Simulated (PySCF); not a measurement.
C5H3FOS, SMILES `O=C(F)c1ccsc1`.

Computed with PySCF, CAM-B3LYP/6-31+G*, geometry: GFN2-xTB. No frequency check shows the geometry to be a minimum. GFN2-xTB bond lengths at metals and heavier atoms can be off by up to 0.1 Å and shapes distorted, which carries into these values.

Geometry (Å), atoms numbered from 1:

```
O1      -2.5403   -0.9847    0.0000
C2      -1.7684   -0.0863    0.0000
F3      -2.2456    1.2014    0.0000
C4      -0.3194   -0.1153    0.0000
C5       0.4247   -1.3310    0.0000
C6       1.7586   -1.1132    0.0000
S7       2.1431    0.5692    0.0000
C8       0.4945    0.9908    0.0000
H9      -0.0427   -2.2982    0.0000
H10      2.5520   -1.8334    0.0000
H11      0.1945    2.0202    0.0000
```

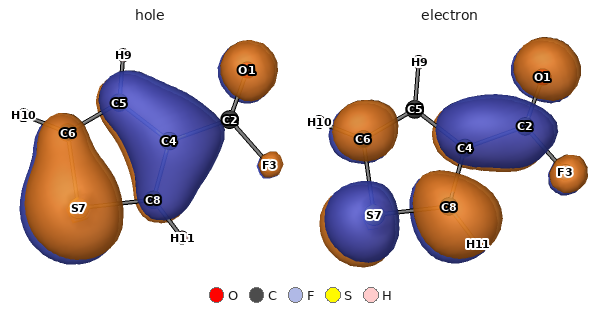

Leading natural transition orbital pair of S₃ (full linear response singlet states); the surfaces enclose about 85 % of each orbital's density.

### Give its energy and the atoms that hole and electron lie on.

5.67 eV (219 nm), f = 0.237 (bright); the leading pair carries 90 %; hole on S7 (36 %), C4 (24 %) and C5 and C8 (10 % each), electron on C8 (24 %), S7 (17 %) and C2 (15 %); their centroids lie 0.7 Å apart. In canonical orbitals it is mainly HOMO−1 → LUMO (78 %). The HOMO–LUMO gap is 8.20 eV.
